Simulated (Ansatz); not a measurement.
## GaP, alloy series

The parent structure is GaP in the zinc blende structure (space group F-43m, No. 216; a = 5.438 Å).

The other end (x = 1) is InP in the zinc blende structure (space group F-43m, No. 216): 25.39 Å³/atom, gap 0.57 eV.

In replaces a fraction x of Ga; each row is one arrangement (x, atoms in the cell, starting space group or random), fully relaxed.

Method: DFT with PBEsol, PAW potentials and a 420 eV plane-wave cutoff in Ansatz (a first-principles code), no spin-orbit coupling.

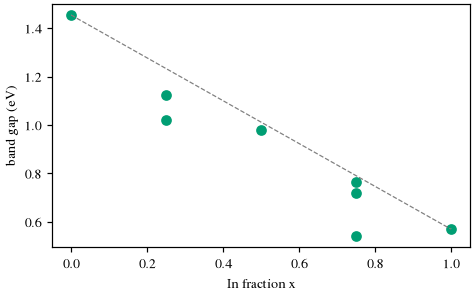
Figure. Band gap against In fraction x; the dashed line joins the ends

```
In fraction x                 band gap
----------------------------  --------
x(In) = 0.25, 8 atoms, Cm      1.12 eV
x(In) = 0.25, 8 atoms, Amm2    1.02 eV
x(In) = 0.5, 8 atoms, Cm       0.98 eV
x(In) = 0.75, 8 atoms, Pmm2    0.72 eV
x(In) = 0.75, 8 atoms, Amm2    0.54 eV
x(In) = 0.75, 8 atoms, P-43m   0.77 eV
```

These are small ordered cells, not random alloys; other orderings at the same x differ. Whether these cells are dynamically stable was not tested.
